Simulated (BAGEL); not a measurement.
# C4H7NO (2-methyloxazoline) at B3LYP/6-31G(d) (density fitting with cc-pvqz-jkfit, spherical functions)

What is the energy change on altering one bond length of C4H7NO (2-methyloxazoline) at B3LYP/6-31G* (density fitting with cc-pvqz-jkfit, spherical functions)? 

The calculation is run with BAGEL 1.2.2.

**1. The structure to begin with**

The species is C4H7NO (13 atoms), meant as a singlet with charge 0. SMILES: `CC1=NCCO1`. The coordinates come from a PBE0-D4/def2-TZVP relaxation.

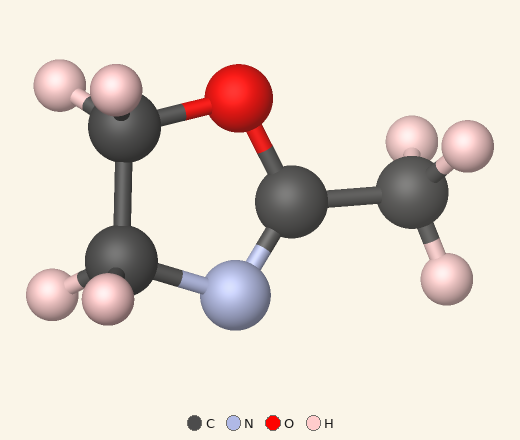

Viewed from a chosen angle; carbon dark grey, nitrogen light blue, oxygen red, hydrogen pink.

**2. A single-point energy at B3LYP/6-31G(d) (density fitting with cc-pvqz-jkfit, spherical functions)**

Contents of calc.json:

```json
{ "bagel" : [

{
  "title" : "molecule",
  "basis" : "6-31gs.json",
  "df_basis" : "cc-pvqz-jkfit",
  "angstrom" : true,
  "geometry" : [
    { "atom" : "C", "xyz" : [   -1.359820,   -0.816450,    1.439010 ] },
    { "atom" : "C", "xyz" : [   -0.377510,   -0.344290,    0.437550 ] },
    { "atom" : "N", "xyz" : [    0.524080,   -1.035830,   -0.117470 ] },
    { "atom" : "C", "xyz" : [    1.239190,   -0.145560,   -1.023300 ] },
    { "atom" : "C", "xyz" : [    0.543370,    1.217660,   -0.863660 ] },
    { "atom" : "O", "xyz" : [   -0.484280,    0.966720,    0.105630 ] },
    { "atom" : "H", "xyz" : [   -1.197090,   -1.872220,    1.640680 ] },
    { "atom" : "H", "xyz" : [   -2.375960,   -0.662720,    1.069020 ] },
    { "atom" : "H", "xyz" : [   -1.258220,   -0.243200,    2.363190 ] },
    { "atom" : "H", "xyz" : [    2.297590,   -0.110470,   -0.751630 ] },
    { "atom" : "H", "xyz" : [    1.180300,   -0.529250,   -2.045330 ] },
    { "atom" : "H", "xyz" : [    0.070050,    1.576310,   -1.779680 ] },
    { "atom" : "H", "xyz" : [    1.198290,    1.999320,   -0.474030 ] }
  ]
},
{ "title" : "ks", "xc_func" : "b3lyp" },
{ "title" : "print", "file" : "orbitals.molden", "orbitals" : true }

]}
```

The basis set 6-31G* is read from a file made from the Basis Set Exchange's data (not shown).

The run is started by

```bash
$ BAGEL_NUM_THREADS=1 BAGEL calc.json > calc.out
```

Log:

```text
* using 1 threads per process

  ===============================================================
  ===============================================================

  *** Geometry ***

  { "atom" : "C", "xyz" : [     -2.569687,     -1.542867,      2.719335 ] },
  { "atom" : "C", "xyz" : [     -0.713391,     -0.650614,      0.826850 ] },
  { "atom" : "N", "xyz" : [      0.990368,     -1.957435,     -0.221986 ] },
  { "atom" : "C", "xyz" : [      2.341730,     -0.275069,     -1.933757 ] },
  { "atom" : "C", "xyz" : [      1.026820,      2.301044,     -1.632081 ] },
  { "atom" : "O", "xyz" : [     -0.915157,      1.826836,      0.199612 ] },
  { "atom" : "H", "xyz" : [     -2.262172,     -3.537983,      3.100436 ] },
  { "atom" : "H", "xyz" : [     -4.489914,     -1.252359,      2.020155 ] },
  { "atom" : "H", "xyz" : [     -2.377691,     -0.459581,      4.465782 ] },
  { "atom" : "H", "xyz" : [      4.341816,     -0.208758,     -1.420375 ] },
  { "atom" : "H", "xyz" : [      2.230444,     -1.000138,     -3.865114 ] },
  { "atom" : "H", "xyz" : [      0.132375,      2.978794,     -3.363108 ] },
  { "atom" : "H", "xyz" : [      2.264440,      3.778167,     -0.895787 ] },

  Number of auxiliary basis functions:      993

  Since a DF basis is specified, we compute 2- and 3-index integrals:
    o Being stored without compression. Storage requirement is 0.076 GB

  Number of basis functions:       98
  Number of electrons      :       46

    * METHOD: MOLECULE                             1.19

  *** Kohn-Sham DFT ***

    * Removing 28207 points whose weight is below 1.00e-10
    * Grid points: 165571

  === Nuclear Repulsion ===
   242.3778604391

       - DIIS with orbital gradients will be used.

  === KS iteration (b3lyp / 6-31gs.json) ===
      0       -231.87996332          0.15506352           0.70
      1       -186.67998160          0.14295236           0.66
      2       -200.07843069          0.17580432           0.67
      3       -266.28847995          0.10901699           0.66
      4       -268.11356760          0.10674687           0.67
      5       -279.88862515          0.09468892           0.66
      6       -280.38616261          0.08803986           0.66
      7       -194.13099688          0.26979912           0.66
      8       -262.37858520          0.14796432           0.67
      9       -279.98202861          0.07700687           0.66
     10       -284.11234898          0.06293961           0.67
     11       -286.51218239          0.01171026           0.66
     12       -286.56498497          0.00751464           0.67
     13       -286.59380339          0.00283415           0.67
     14       -286.59833407          0.00076221           0.67
     15       -286.59865611          0.00033164           0.66
     16       -286.59871478          0.00009466           0.66
     17       -286.59871975          0.00002689           0.67
     18       -286.59872006          0.00001429           0.67
     19       -286.59872016          0.00000620           0.67
     20       -286.59872017          0.00000463           0.67
     21       -286.59872018          0.00000045           0.67
     22       -286.59872018          0.00000011           0.66
     23       -286.59872018          0.00000008           0.66
     24       -286.59872018          0.00000003           0.66
     25       -286.59872018          0.00000001           0.68
    * SCF iteration converged.

    * Permanent dipole moment:
           (    0.010188,    -0.492640,     0.150768) a.u.

    * METHOD: KS                                  18.47

    * METHOD: PRINT                                0.02

  ===============================================================
```

Run time: 20 s. Hardware: 1 thread of Arm Neoverse V2, shared host; peak memory 0.76 GiB.

**3. The distorted shape**

Contents of dft.json:

```json
{ "bagel": [

{
  "title": "molecule",
  "basis": "6-31gs.json",
  "df_basis": "cc-pvqz-jkfit",
  "angstrom": true,
  "geometry": [
    { "atom": "C", "xyz": [   -1.330375,   -0.624605,    1.950025 ] },
    { "atom": "C", "xyz": [   -0.348065,   -0.152445,    0.948565 ] },
    { "atom": "N", "xyz": [    0.553525,   -0.843985,    0.393545 ] },
    { "atom": "C", "xyz": [    1.268635,    0.046285,   -0.512285 ] },
    { "atom": "C", "xyz": [    0.572815,    1.409505,   -0.352645 ] },
    { "atom": "O", "xyz": [   -0.454835,    1.158565,    0.616645 ] },
    { "atom": "H", "xyz": [   -1.167645,   -1.680375,    2.151695 ] },
    { "atom": "H", "xyz": [   -2.346515,   -0.470875,    1.580035 ] },
    { "atom": "H", "xyz": [   -1.228775,   -0.051355,    2.874205 ] },
    { "atom": "H", "xyz": [    2.327035,    0.081375,   -0.240615 ] },
    { "atom": "H", "xyz": [    1.180300,   -0.529250,   -2.045330 ] },
    { "atom": "H", "xyz": [    0.099495,    1.768155,   -1.268665 ] },
    { "atom": "H", "xyz": [    1.227735,    2.191165,    0.036985 ] }
  ]
},
{ "title": "ks", "xc_func": "b3lyp" },
{ "title": "print", "file": "orbitals.molden", "orbitals": true }

]}
```

The basis set 6-31G* is read from a file made from the Basis Set Exchange's data (not shown).

The run is started by

```bash
$ BAGEL_NUM_THREADS=1 BAGEL dft.json > dft.out
```

Log:

```text
* using 1 threads per process

  ===============================================================
  ===============================================================

  *** Geometry ***

  { "atom" : "C", "xyz" : [     -2.514044,     -1.180332,      3.685013 ] },
  { "atom" : "C", "xyz" : [     -0.657748,     -0.288079,      1.792528 ] },
  { "atom" : "N", "xyz" : [      1.046011,     -1.594901,      0.743692 ] },
  { "atom" : "C", "xyz" : [      2.397373,      0.087466,     -0.968078 ] },
  { "atom" : "C", "xyz" : [      1.082463,      2.663578,     -0.666402 ] },
  { "atom" : "O", "xyz" : [     -0.859514,      2.189371,      1.165290 ] },
  { "atom" : "H", "xyz" : [     -2.206529,     -3.175449,      4.066114 ] },
  { "atom" : "H", "xyz" : [     -4.434271,     -0.889825,      2.985833 ] },
  { "atom" : "H", "xyz" : [     -2.322048,     -0.097047,      5.431460 ] },
  { "atom" : "H", "xyz" : [      4.397459,      0.153776,     -0.454696 ] },
  { "atom" : "H", "xyz" : [      2.230444,     -1.000138,     -3.865114 ] },
  { "atom" : "H", "xyz" : [      0.188018,      3.341329,     -2.397429 ] },
  { "atom" : "H", "xyz" : [      2.320083,      4.140702,      0.069892 ] },

  Number of auxiliary basis functions:      993

  Since a DF basis is specified, we compute 2- and 3-index integrals:
    o Being stored without compression. Storage requirement is 0.076 GB

  Number of basis functions:       98
  Number of electrons      :       46

    * METHOD: MOLECULE                             1.18

  *** Kohn-Sham DFT ***

    * Removing 27563 points whose weight is below 1.00e-10
    * Grid points: 166215

  === Nuclear Repulsion ===
   240.3559372782

       - DIIS with orbital gradients will be used.

  === KS iteration (b3lyp / 6-31gs.json) ===
      0       -230.99962123          0.15631317           0.69
      1       -186.40080837          0.14203379           0.66
      2       -199.23454513          0.17293545           0.67
      3       -266.00543052          0.10978244           0.66
      4       -268.07284057          0.10721916           0.66
      5       -276.23940639          0.12210693           0.66
      6       -273.93558818          0.12732340           0.66
      7       -168.18008601          0.31995746           0.65
      8       -235.85844437          0.21267163           0.65
      9       -263.31394667          0.13726594           0.65
     10       -236.50071869          0.17985340           0.65
     11       -286.25169539          0.02136230           0.66
     12       -285.98527537          0.03021740           0.66
     13       -286.52123025          0.00331788           0.66
     14       -286.52716151          0.00179626           0.65
     15       -286.52903531          0.00066248           0.65
     16       -286.52925745          0.00014752           0.65
     17       -286.52926980          0.00005965           0.66
     18       -286.52927158          0.00003116           0.66
     19       -286.52927223          0.00000514           0.66
     20       -286.52927224          0.00000116           0.66
     21       -286.52927225          0.00000037           0.65
     22       -286.52927225          0.00000016           0.65
     23       -286.52927225          0.00000011           0.65
     24       -286.52927225          0.00000002           0.65
     25       -286.52927225          0.00000001           0.65
    * SCF iteration converged.

    * Permanent dipole moment:
           (    0.113729,    -0.624759,    -0.197200) a.u.

    * METHOD: KS                                  18.22

    * METHOD: PRINT                                0.02

  ===============================================================
```

Wall time 20 s (1 thread of Arm Neoverse V2, shared host); peak memory 0.76 GiB.

**4. Results**

Level: B3LYP/6-31G* (density fitting with cc-pvqz-jkfit, spherical functions).

| quantity | value |
| --- | --- |
| first shape: total energy | -286.59872 Eh |
| first shape: dipole moment | 1.31 D |
| first shape: HOMO energy | -6.52 eV |
| first shape: LUMO energy | 0.94 eV |
| first shape: HOMO–LUMO gap | 7.45 eV |
| distorted shape: total energy | -286.52927 Eh |
| distorted shape: dipole moment | 1.69 D |
| distorted shape: HOMO energy | -6.50 eV |
| distorted shape: LUMO energy | -0.35 eV |
| distorted shape: HOMO–LUMO gap | 6.15 eV |
| energy change with the C4–H11 bond stretched from 1.093 to 1.640 Å | 1.890 eV |

In words: With the C4–H11 bond stretched from 1.093 to 1.640 Å the energy rises by 1.89 eV (44 kcal/mol). The first shape isn't relaxed at this level, so the change isn't measured from a minimum.
